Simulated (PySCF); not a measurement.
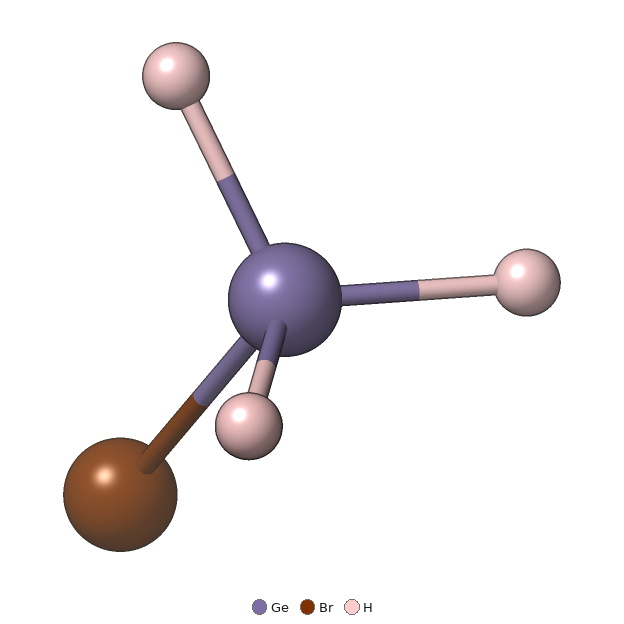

The computed structure is the end point of a PBE0-D3(BJ)/def2-TZVP optimisation. No frequency run is at hand to confirm it as a minimum.

Draw it as a skeletal formula.

SMILES: [GeH3][Br]

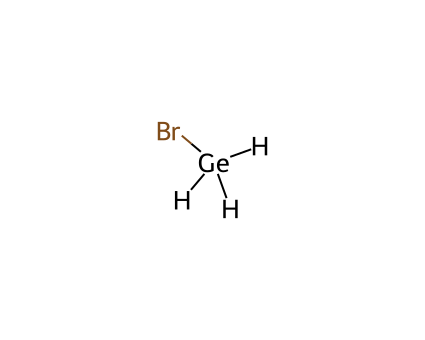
